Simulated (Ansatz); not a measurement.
# doublet [CH8OSi2]+ at 6 levels

Wanted: a comparison of 6 runs (UHF/3-21G, U-r2SCAN/6-31G*, U-wB97M-V/6-31G*, UB3LYP/6-31G*, UHSE06/6-31G*, USVWN5/6-31G*) of doublet [CH8OSi2]+. 

The results are computed with Ansatz 0.2.0.

88 further runs of the same task are left out: 88 set aside as unsound or not needed. Runs told in other sessions of the task aren't counted.

## Step 1: The structure to begin with

[CH8OSi2]+: 12 atoms, total charge +1, spin state doublet. SMILES of the parent species: `C[SiH2][SiH2]O`. The coordinates come from a PBE0-D4/def2-TZVP relaxation. This is one conformer, not always the lowest. That shape belongs to the parent species and isn't relaxed for this state.

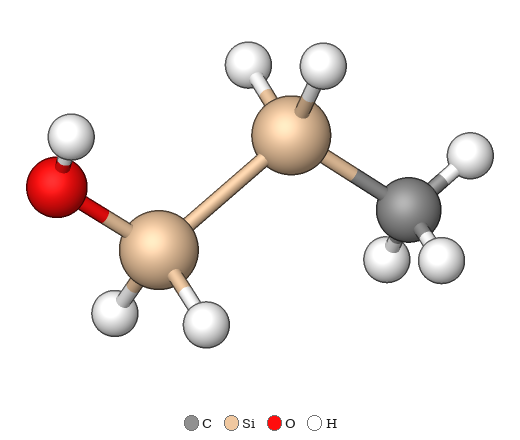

The structure, seen from a chosen angle (carbon grey, silicon light orange, oxygen red, hydrogen white).

## Step 2: The energy at UHF/3-21G (run 1)

The input, in.yaml:

```yaml
crystal:
  periodic: [false, false, false]
  atoms:
    - {symbol: C, position_ang: [-1.363900, 1.513800, -0.148900]}
    - {symbol: Si, position_ang: [-0.392800, 0.194400, 0.769900]}
    - {symbol: Si, position_ang: [0.929600, -1.075200, -0.697500]}
    - {symbol: O, position_ang: [1.869100, -2.191700, 0.084900]}
    - {symbol: H, position_ang: [-0.692800, 2.186400, -0.687200]}
    - {symbol: H, position_ang: [-1.958800, 2.110300, 0.546100]}
    - {symbol: H, position_ang: [-2.043300, 1.060200, -0.874000]}
    - {symbol: H, position_ang: [-1.318500, -0.701500, 1.520400]}
    - {symbol: H, position_ang: [0.506600, 0.832900, 1.777800]}
    - {symbol: H, position_ang: [1.768000, -0.141100, -1.510100]}
    - {symbol: H, position_ang: [0.088400, -1.859400, -1.638400]}
    - {symbol: H, position_ang: [2.426500, -1.874200, 0.796300]}
basis:
  gaussian:
    orbitals: 3-21G.json
total_charge: 1
magnetization:
  spin_polarized: true
  initial_magnetization: 1
hamiltonian:
  xc: hf
accuracy: high
output:
  orbitals: {seedname: orbitals}
```

The basis set 3-21G is read from a file made from the Basis Set Exchange's data (not shown).

Command:

```sh
ansatz run in.yaml --threads 1 --pin off --max-ram 2610MiB --events-out events.jsonl --progress --plain --runs-dir runs
```

Output:

```text
Warning: RAYON_NUM_THREADS=1 ignored (pool sized by the plan → 1); use --threads N
Functional definition: HF
  name "HF"
  exchange = exact_x
  correlation = 0
1424 factors; integrals over basis functions are off by at most 1.7e-8 eV
mean field evaluation 1: about -18803.8726 eV, gradient 3.4e1 eV
mean field evaluation 2: about -18804.1723 eV, gradient 3.4e1 eV
mean field evaluation 4: about -18808.8908 eV, gradient 2.5e0 eV
mean field evaluation 8: about -18808.9950 eV, gradient 3.5e-1 eV
mean field evaluation 16: about -18809.0168 eV, gradient 3.4e-2 eV
mean field evaluation 32: about -18800.7565 eV, gradient 3.5e1 eV
mean field evaluation 64: about -18805.3200 eV, gradient 1.6e1 eV
mean field evaluation 96: about -18808.8410 eV, gradient 7.4e-1 eV
mean field evaluation 128: about -18809.0162 eV, gradient 5.7e-2 eV
mean field evaluation 160: about -18809.0170 eV, gradient 2.1e-6 eV
mean field -18809.01696010 eV, -691.2186240740 hartree, gradient 1.8e-8 eV, S^2 0.779898; 1 other end points of the search recorded, 0 dependent functions left out
reference -18809.01696010 eV, -691.2186240740 hartree; 25, 24 occupied and 35, 36 virtual orbitals, 1424 factors
Total energy: -18809.01696010 eV, -691.2186240740 hartree
```

Run time: 3.3 s. Hardware: 1 thread of Intel Xeon 6975P-C (Granite Rapids), shared host; peak memory 0.21 GiB.

## Step 3: A single-point energy at U-r2SCAN/6-31G(d) (spherical functions) (run 2)

The input, job.yaml:

```yaml
crystal:
  periodic: [false, false, false]
  atoms:
    - {symbol: C, position_ang: [-1.363900, 1.513800, -0.148900]}
    - {symbol: Si, position_ang: [-0.392800, 0.194400, 0.769900]}
    - {symbol: Si, position_ang: [0.929600, -1.075200, -0.697500]}
    - {symbol: O, position_ang: [1.869100, -2.191700, 0.084900]}
    - {symbol: H, position_ang: [-0.692800, 2.186400, -0.687200]}
    - {symbol: H, position_ang: [-1.958800, 2.110300, 0.546100]}
    - {symbol: H, position_ang: [-2.043300, 1.060200, -0.874000]}
    - {symbol: H, position_ang: [-1.318500, -0.701500, 1.520400]}
    - {symbol: H, position_ang: [0.506600, 0.832900, 1.777800]}
    - {symbol: H, position_ang: [1.768000, -0.141100, -1.510100]}
    - {symbol: H, position_ang: [0.088400, -1.859400, -1.638400]}
    - {symbol: H, position_ang: [2.426500, -1.874200, 0.796300]}
basis:
  gaussian:
    orbitals: 6-31G_st_-spherical.json
magnetization:
  spin_polarized: true
  initial_magnetization: 1
accuracy: high
output:
  orbitals: {seedname: orbitals}
total_charge: 1
hamiltonian:
  xc: r2scan
```

The basis set 6-31G* is read from a file made from the Basis Set Exchange's data (not shown).

Command:

```sh
ansatz run job.yaml --threads 1 --pin off --max-ram 2610MiB --events-out events.jsonl --progress --plain --runs-dir runs
```

Output:

```text
Warning: RAYON_NUM_THREADS=1 ignored (pool sized by the plan → 1); use --threads N
Functional definition: r2SCAN
  name "r2SCAN"
  parameter k0 = 0.174
  parameter k1 = 0.065
  parameter a1 = 4.9479
  exchange = r2scan_x(k0 = k0, k1 = k1, a1 = a1)
  correlation = r2scan_c
1891 factors; integrals over basis functions are off by at most 5.9e-9 eV
mean field evaluation 1: about -18941.3353 eV, gradient 6.1e1 eV
mean field evaluation 2: about -18867.2988 eV, gradient 1.3e2 eV
mean field evaluation 4: about -18954.9072 eV, gradient 1.9e1 eV
mean field evaluation 8: about -18956.8402 eV, gradient 1.9e-1 eV
mean field evaluation 16: about -18956.8240 eV, gradient 8.0e-4 eV
mean field evaluation 32: about -18955.4184 eV, gradient 4.4e0 eV
mean field -18956.82401308 eV, -696.6504330840 hartree, gradient 6.8e-8 eV, S^2 0.754211; 2 other end points of the search recorded, 0 dependent functions left out
reference -18956.82401542 eV, -696.6504331698 hartree; 25, 24 occupied and 55, 56 virtual orbitals, 1891 factors
Total energy: -18956.82401542 eV, -696.6504331698 hartree
```

Wall time 14 s (1 thread of Intel Xeon 6975P-C (Granite Rapids), shared host); peak memory 0.48 GiB.

Runs 3 to 5 aren't shown in full; the table further down has their settings and results.

## Step 4: A single-point energy at USVWN5/6-31G(d) (spherical functions) (run 6)

The input, in.yaml:

```yaml
crystal:
  periodic: [false, false, false]
  atoms:
    - symbol: C
      position_ang: [-1.363900, 1.513800, -0.148900]
    - symbol: Si
      position_ang: [-0.392800, 0.194400, 0.769900]
    - symbol: Si
      position_ang: [0.929600, -1.075200, -0.697500]
    - symbol: O
      position_ang: [1.869100, -2.191700, 0.084900]
    - symbol: H
      position_ang: [-0.692800, 2.186400, -0.687200]
    - symbol: H
      position_ang: [-1.958800, 2.110300, 0.546100]
    - symbol: H
      position_ang: [-2.043300, 1.060200, -0.874000]
    - symbol: H
      position_ang: [-1.318500, -0.701500, 1.520400]
    - symbol: H
      position_ang: [0.506600, 0.832900, 1.777800]
    - symbol: H
      position_ang: [1.768000, -0.141100, -1.510100]
    - symbol: H
      position_ang: [0.088400, -1.859400, -1.638400]
    - symbol: H
      position_ang: [2.426500, -1.874200, 0.796300]
basis:
  gaussian: {orbitals: 6-31G_st_-spherical.json}
total_charge: 1
accuracy: high
output: {orbitals: {seedname: orbitals}}
magnetization: {spin_polarized: true, initial_magnetization: 1}
hamiltonian: {xc: {name: SVWN5}}
```

The basis set 6-31G* is read from a file made from the Basis Set Exchange's data (not shown).

Command:

```sh
ansatz run in.yaml --threads 1 --pin off --max-ram 2610MiB --events-out events.jsonl --progress --plain --runs-dir runs
```

Output:

```text
Warning: RAYON_NUM_THREADS=1 ignored (pool sized by the plan → 1); use --threads N
Functional definition: SVWN5
  name "SVWN5"
  exchange = slater_x
  correlation = vwn5_c
1891 factors; integrals over basis functions are off by at most 5.9e-9 eV
mean field evaluation 1: about -18851.1891 eV, gradient 6.9e1 eV
mean field evaluation 2: about -18725.4442 eV, gradient 1.5e2 eV
mean field evaluation 4: about -18867.2863 eV, gradient 2.5e1 eV
mean field evaluation 8: about -18870.7157 eV, gradient 2.5e-1 eV
mean field evaluation 16: about -18870.6996 eV, gradient 2.5e-4 eV
mean field evaluation 32: about -18869.8516 eV, gradient 2.5e0 eV
mean field -18870.69955361 eV, -693.4854175755 hartree, gradient 6.7e-8 eV, S^2 0.751008; 3 other end points of the search recorded, 0 dependent functions left out
reference -18870.69955738 eV, -693.4854177140 hartree; 25, 24 occupied and 55, 56 virtual orbitals, 1891 factors
Total energy: -18870.69955738 eV, -693.4854177140 hartree
```

Wall time 4.5 s (1 thread of Intel Xeon 6975P-C (Granite Rapids), shared host); peak memory 0.26 GiB.

## Step 5: All runs side by side

```tsv
run	level	energy (Eh)	HOMO energy (eV)	LUMO energy (eV)	⟨S²⟩	wall time
1	UHF/3-21G	-691.218624	-17.16	-8.42	0.780	3.3 s
2	U-r2SCAN/6-31G* (spherical functions)	-696.650433	-13.39	-12.13	0.754	14 s
3	U-wB97M-V/6-31G* (spherical functions)	-696.654899	-16.23	-9.83	0.754	87 s
4	UB3LYP/6-31G* (spherical functions)	-696.812880	-14.08	-11.69	0.754	13 s
5	UHSE06/6-31G* (spherical functions)	-696.369817	-13.97	-11.88	0.755	9.6 s
6	USVWN5/6-31G* (spherical functions)	-693.485418	-12.88	-12.22	0.751	4.5 s
```

## Step 6: Outcome

| quantity | value |
| --- | --- |
| run 6: total energy | -693.48542 Eh |
| run 6: HOMO energy (highest over α and β) | -12.88 eV |
| run 6: LUMO energy (lowest over α and β) | -12.22 eV |
| run 6: ⟨S²⟩ | 0.751 |

What this shows: Totals of different functionals can't be ranked against each other. All runs together took 2.2 min, the longest 87 s.
